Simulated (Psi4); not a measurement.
**C2F6O (SMILES FC(F)(F)OC(F)(F)F) at B3LYP/6-31G(d) (Cartesian functions)**

Aim: the vertical ionisation energy of C2F6O at B3LYP/6-31G* (Cartesian functions), from 2 runs. 

The results are computed with Psi4 1.11.

## 1. Starting point

The species is C2F6O (9 atoms), meant as a singlet with charge 0. As SMILES, `FC(F)(F)OC(F)(F)F`. The coordinates come from a PBE0-D4/def2-TZVP relaxation.

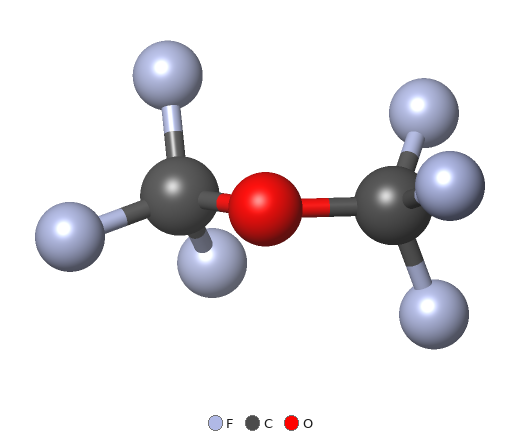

Viewed from a chosen angle; fluorine light blue, carbon dark grey, oxygen red.

## 2. Energy and forces at B3LYP/6-31G(d) (Cartesian functions)

The input, c2f6o.xyz:

```xyz
9
C2F6O
F      2.076690    -0.384510    -0.999750
C      0.777760    -0.429490    -0.791080
F      0.159870     0.303300    -1.706270
F      0.367380    -1.682330    -0.915040
O      0.570650     0.041580     0.479900
C     -0.682950     0.436400     0.870810
F     -0.666110     0.487120     2.186080
F     -0.980110     1.637760     0.399820
F     -1.623170    -0.409820     0.475530
```

The input, calc.py:

```python
import psi4

psi4.set_memory('2200 MB')
psi4.set_num_threads(1)
psi4.set_output_file('psi4.out', False)

with open('c2f6o.xyz') as f:
    atoms = ''.join(f.readlines()[2:])
geom = psi4.geometry('0 1\n' + atoms + 'symmetry c1')

options = {'basis': '6-31G*', 'puream': False, 'e_convergence': 1e-09, 'd_convergence': 1e-08, 'scf_type': 'pk', 'dft_radial_points': 99, 'dft_spherical_points': 590}
psi4.set_options(options)

result, w = psi4.gradient('b3lyp', return_wfn=True)
psi4.oeprop(w, 'MULLIKEN_CHARGES', 'WIBERG_LOWDIN_INDICES', 'DIPOLE', title='B3LYP')
print('gradient / Eh bohr^-1')
print(result.np.round(6))
print(f'energy = {w.energy():.10f} Eh')
```

Launch:

```
$ python calc.py
```

psi4.out (excerpt; [...] marks lines left out):

```text
[...]
  Running in c1 symmetry.
[...]
  Nuclear repulsion =  565.577163654716855
[...]
  Multiplicity = 1
[...]
  Nalpha       = 37
  Nbeta        = 37
[...]
    Number of basis functions: 135
[...]
   @RKS iter   1:  -750.28190245225142    9.73657e-02   6.04396e-03 ADIIS/DIIS
[...]
   @RKS iter  10:  -750.48725278353891   -1.17097e-11   9.91106e-09 DIIS
[...]
    Orbital Energies [Eh]
    ---------------------
    Doubly Occupied:
       1A    -24.761307     2A    -24.761302     3A    -24.758968
       4A    -24.758967     5A    -24.755787     6A    -24.755786
       7A    -19.245701     8A    -10.514193     9A    -10.514180
      10A     -1.368392    11A     -1.352431    12A     -1.263445
      13A     -1.260787    14A     -1.258578    15A     -1.255337
      16A     -1.137257    17A     -0.788925    18A     -0.703289
      19A     -0.667059    20A     -0.644321    21A     -0.640026
      22A     -0.621947    23A     -0.615750    24A     -0.539720
      25A     -0.501504    26A     -0.497719    27A     -0.491745
      28A     -0.488300    29A     -0.469673    30A     -0.469149
      31A     -0.453761    32A     -0.445178    33A     -0.444378
      34A     -0.430510    35A     -0.429804    36A     -0.420368
[...]
  @RKS Final Energy:  -750.48725278353891
   => Energetics <=
    Nuclear Repulsion Energy =            565.5771636547168555
    One-Electron Energy =               -2166.6759680244263109
    Two-Electron Energy =                 917.1463385760956726
    DFT Exchange-Correlation Energy =     -66.5347869899251947
    Empirical Dispersion Energy =           0.0000000000000000
    VV10 Nonlocal Energy =                  0.0000000000000000
    Total Energy =                       -750.4872527835389064
[...]
  -Total Gradient:
     Atom            X                  Y                   Z
    ------   -----------------  -----------------  -----------------
       1       -0.013289696638    -0.000708586381     0.002034732250
       2       -0.000477134583    -0.000185967987    -0.002659368265
       3        0.006671458459    -0.008095138440     0.008591798817
       4        0.004841358194     0.012287079088     0.000640138675
       5       -0.006093332444    -0.000445090403    -0.005130720485
       6       -0.002706400797    -0.000047547251    -0.000017159290
       7       -0.000293277802    -0.000280618373    -0.013453873283
       8        0.002483786505    -0.011749038367     0.005518894854
       9        0.008866899864     0.009224946103     0.004478522666
[...]
 Multipole Moments:
 ------------------------------------------------------------------------------------
     Multipole            Electronic (a.u.)      Nuclear  (a.u.)        Total (a.u.)
 ------------------------------------------------------------------------------------
 L = 1.  Multiply by 2.5417464519 to convert [e a0] to [Debye]
 Dipole X            :         -0.5734763            0.5431886           -0.0302877
 Dipole Y            :         -0.0417921            0.0395780           -0.0022141
 Dipole Z            :         -0.4822757            0.4568062           -0.0254696
 Magnitude           :                                                    0.0396352
[...]
  Mulliken Charges: (a.u.)
   Center  Symbol    Alpha    Beta     Spin     Total
       1     F     4.61510  4.61510  0.00000 -0.23021
       2     C     2.51923  2.51923  0.00000  0.96154
       3     F     4.62074  4.62074  0.00000 -0.24148
       4     F     4.61833  4.61833  0.00000 -0.23665
       5     O     4.25320  4.25320  0.00000 -0.50640
       6     C     2.51923  2.51923  0.00000  0.96154
       7     F     4.61510  4.61510  0.00000 -0.23021
       8     F     4.61833  4.61833  0.00000 -0.23665
       9     F     4.62074  4.62074  0.00000 -0.24148
   Total alpha = 37.00000, Total beta = 37.00000, Total charge =  0.00000
[...]
```

The script printed:

```text
gradient / Eh bohr^-1
[[-1.3290e-02 -7.0900e-04  2.0350e-03]
 [-4.7700e-04 -1.8600e-04 -2.6590e-03]
 [ 6.6710e-03 -8.0950e-03  8.5920e-03]
 [ 4.8410e-03  1.2287e-02  6.4000e-04]
 [-6.0930e-03 -4.4500e-04 -5.1310e-03]
 [-2.7060e-03 -4.8000e-05 -1.7000e-05]
 [-2.9300e-04 -2.8100e-04 -1.3454e-02]
 [ 2.4840e-03 -1.1749e-02  5.5190e-03]
 [ 8.8670e-03  9.2250e-03  4.4790e-03]]
energy = -750.4872527835 Eh
```

It took 42 s on 1 thread of Intel Xeon Platinum 8375C at 2.90GHz (Ice Lake), shared host; peak memory 1 GiB.

## 3. The doublet cation: a single-point energy at UB3LYP/6-31G(d) (Cartesian functions)

The input, calc.dat:

```
memory 2200 MB

molecule {
  1 2
  F
  C 1 1.316353
  F 2 1.325271 1 109.37212
  F 2 1.324155 1 108.863 3 118.15635
  O 2 1.371201 1 106.5134 4 120.23872
  C 5 1.371206 2 120.08309 1 163.3939
  F 6 1.316355 5 106.51393 2 163.3853
  F 6 1.324161 7 108.8632 5 -120.23865
  F 6 1.325273 7 109.37174 8 -118.15587
  symmetry c1
}

set globals {
  basis 6-31G*
  reference uks
  puream false
  e_convergence 1e-09
  d_convergence 1e-08
  scf_type pk
  dft_radial_points 99
  dft_spherical_points 590
  maxiter 100
}

e_tot, wfn = energy('b3lyp', return_wfn=True)
oeprop(wfn, 'LOWDIN_CHARGES', 'MULLIKEN_CHARGES', 'WIBERG_LOWDIN_INDICES', title='B3LYP')
print_variables()
```

Launch:

```
$ psi4 -n 1 calc.dat calc.out
```

calc.out (excerpt; [...] marks lines left out):

```text
[...]
  Running in c1 symmetry.
[...]
  Nuclear repulsion =  565.577128226668492
[...]
  Multiplicity = 2
[...]
  Nalpha       = 37
  Nbeta        = 36
[...]
    Number of basis functions: 135
[...]
   @UKS iter   1:  -749.82501433750917    5.54253e-01   5.22853e-03 ADIIS/DIIS
[...]
   @UKS iter  17:  -749.99336790296002   -2.72848e-12   7.18183e-09 DIIS
[...]
   @S^2 Observed:                7.537250914E-01
[...]
  @UKS Final Energy:  -749.99336790296002
   => Energetics <=
    Nuclear Repulsion Energy =            565.5771282266684921
    One-Electron Energy =               -2147.1036823869321779
    Two-Electron Energy =                 897.6395945216249856
    DFT Exchange-Correlation Energy =     -66.1064082643212600
    Empirical Dispersion Energy =           0.0000000000000000
    VV10 Nonlocal Energy =                  0.0000000000000000
    Total Energy =                       -749.9933679029600171
[...]
 Multipole Moments:
 ------------------------------------------------------------------------------------
     Multipole            Electronic (a.u.)      Nuclear  (a.u.)        Total (a.u.)
 ------------------------------------------------------------------------------------
 L = 1.  Multiply by 2.5417464519 to convert [e a0] to [Debye]
 Dipole X            :          0.2135908           -0.3404847           -0.1268939
 Dipole Y            :         -0.2611211            0.4161673            0.1550462
 Dipole Z            :          0.2917178           -0.4649380           -0.1732201
 Magnitude           :                                                    0.2648520
[...]
  Mulliken Charges: (a.u.)
   Center  Symbol    Alpha    Beta     Spin     Total
       1     F     4.59445  4.54532  0.04913 -0.13977
       2     C     2.47200  2.51783 -0.04583  1.01017
       3     F     4.60563  4.54461  0.06103 -0.15024
       4     F     4.61944  4.49538  0.12406 -0.11482
       5     O     4.41696  3.79373  0.62323 -0.21069
       6     C     2.47200  2.51783 -0.04583  1.01017
       7     F     4.59445  4.54530  0.04915 -0.13976
       8     F     4.61944  4.49537  0.12407 -0.11482
       9     F     4.60563  4.54463  0.06100 -0.15025
   Total alpha = 37.00000, Total beta = 36.00000, Total charge =  1.00000
[...]
```

Wall time 69 s (1 thread of Intel Xeon Platinum 8375C at 2.90GHz (Ice Lake), shared host); peak memory 1 GiB.

## 4. Results

Level: B3LYP/6-31G* (Cartesian functions).

| quantity | value |
| --- | --- |
| singlet C2F6O: total energy | -750.48725 Eh |
| singlet C2F6O: dipole moment | 0.10 D |
| singlet C2F6O: HOMO energy | -10.50 eV |
| singlet C2F6O: LUMO energy | 3.75 eV |
| singlet C2F6O: HOMO–LUMO gap | 14.25 eV |
| singlet C2F6O: largest force on an atom | 0.697 eV/Å |
| doublet cation: total energy | -749.99337 Eh |
| doublet cation: HOMO energy (highest over α and β) | -18.25 eV |
| doublet cation: LUMO energy (lowest over α and β) | -16.30 eV |
| doublet cation: ⟨S²⟩ | 0.754 |
| vertical ionisation energy (to the doublet cation) | 13.439 eV |

Removing an electron at fixed nuclei costs 13.44 eV (310 kcal/mol). The largest force (singlet C2F6O) is 0.70 eV/Å: the shape isn't a stationary point for this species at this level. −ε(HOMO) before ionisation, 10.50 eV, is 2.94 eV below this ionisation energy.
